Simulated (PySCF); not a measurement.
**Ways to converge the SCF of BCl**

The same problem is solved with other solver options, one edit a run.

Computed with PySCF 2.14.0. Level: each script names its method and basis.

### 1 Starting geometry

BCl: 2 atoms, charge 0, spin multiplicity 1.

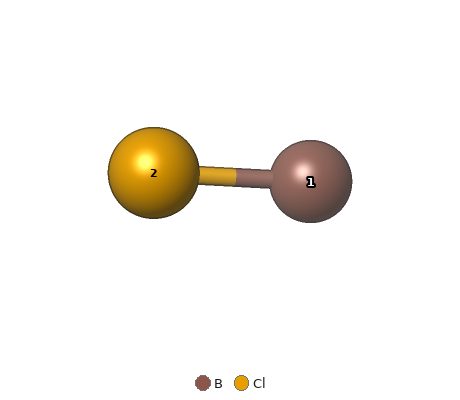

Start geometry, drawn with boron brown, chlorine amber; atoms are numbered from 1 in the order of the file.

### 2 The base run

The input, input.py:

```python
from pyscf import gto, dft

mol = gto.M(
    atom='B 0 0 0; Cl 0 0 1.687',
    basis='jorge-dzp',
    charge=0,
    spin=0,
    verbose=4,
)
mf = dft.RKS(mol, xc='blyp')
mf.kernel()
mf.dip_moment()
print('orbital energies (hartree):', mf.mo_energy[..., max(0, mol.nelec[1]-3):mol.nelec[0]+3].round(4))
```

Run with:

```console
OMP_NUM_THREADS=1 python input.py
```

The log of this run is left out.

Base result: E(SCF) = -484.983622 Eh, 8 cycles, μ = 1.87 D.

The bond length is a typed value, not an optimised one.

### 3 Point-group symmetry on

Variant 1 changes point-group symmetry: off → on.

The input, input.py:

```python
from pyscf import gto, dft

mol = gto.M(
    atom='B 0 0 0; Cl 0 0 1.687',
    basis='jorge-dzp',
    charge=0,
    spin=0,
    symmetry=True,
    verbose=4,
)
mf = dft.RKS(mol, xc='blyp')
mf.kernel()
mf.dip_moment()
print('orbital energies (hartree):', mf.mo_energy[..., max(0, mol.nelec[1]-3):mol.nelec[0]+3].round(4))
```

Run with:

```console
OMP_NUM_THREADS=1 python input.py
```

### 4 Damping 0.5

Variant 2 changes damping: none → 0.5.

input.py: that of step 2 with these lines changed.

```diff
@@ -10,2 +10,4 @@
 mf = dft.RKS(mol, xc='blyp')
+mf.damp = 0.5
+mf.diis_start_cycle = 8
 mf.kernel()
```

### 5 Level shift 0.3 hartree

Variant 3 changes level shift: none → 0.3 hartree.

input.py: that of step 2 with these lines changed.

```diff
@@ -10,2 +10,3 @@
 mf = dft.RKS(mol, xc='blyp')
+mf.level_shift = 0.3
 mf.kernel()
```

**Question.** What will these runs give? Wanted: for each run, E(SCF); from base; gap; SCF dipole.

As calculated:

| run | E(SCF) (hartree) | from base (eV) | cycles | gap (eV) | SCF dipole (D) |
| --- | --- | --- | --- | --- | --- |
| base | -484.983622 | 0 | 8 | 3.34 | 1.87 |
| point-group symmetry on | -484.983622 | 0.0000 | 8 | 3.34 | 1.87 |
| damping 0.5 | -484.983622 | 0.0000 | 11 | 3.34 | 1.87 |
| level shift 0.3 hartree | -484.983622 | 0.0000 | 13 | 3.34 | 1.87 |

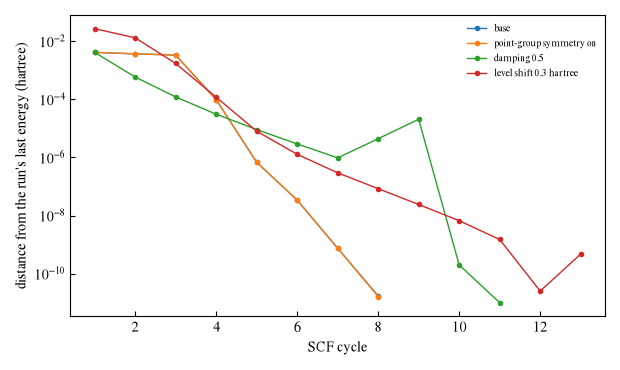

How each run approaches its own final energy.

The SCF energy stays the same, to the digits that matter, with point-group symmetry on or damping 0.5 or level shift 0.3 hartree. The base needs 8 cycles and the run with level shift 0.3 hartree needs 13.
